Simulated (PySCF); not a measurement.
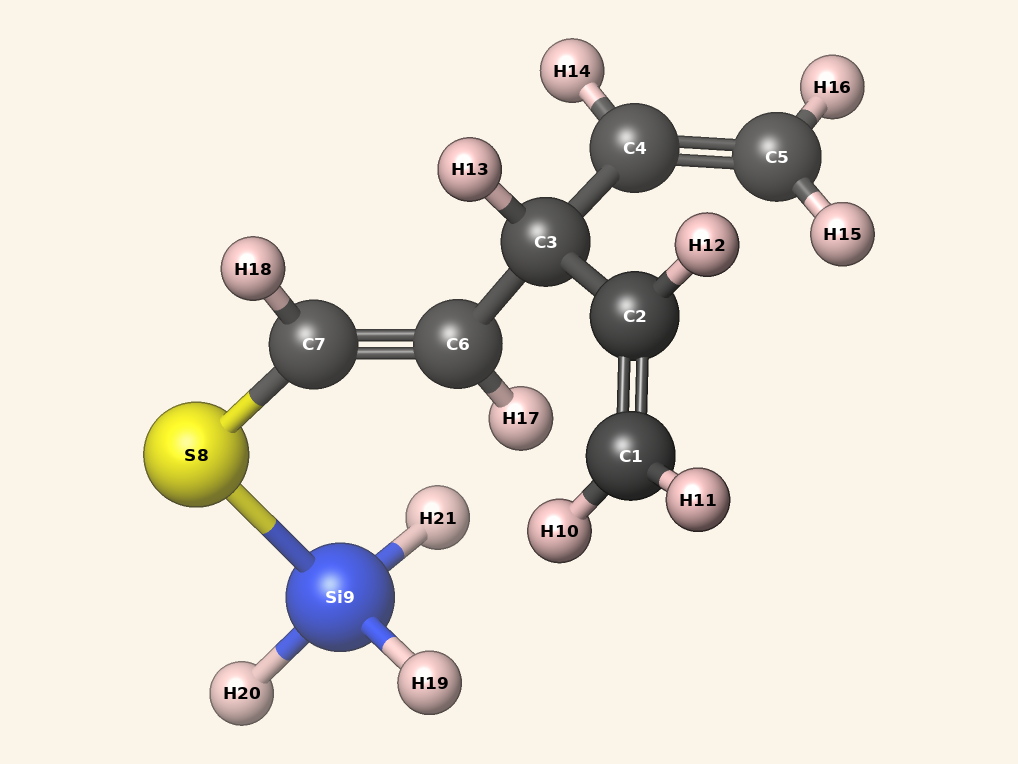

Atoms fade into the background with distance from the viewer. The geometry was computed by an optimisation with PBE0-D3(BJ)/def2-SVP. No frequency run is at hand to confirm it as a minimum.

Find the stereocentres and stereogenic double bonds.

Double bonds: C6=C7.

Assign CIP descriptors.

C6=C7: E.
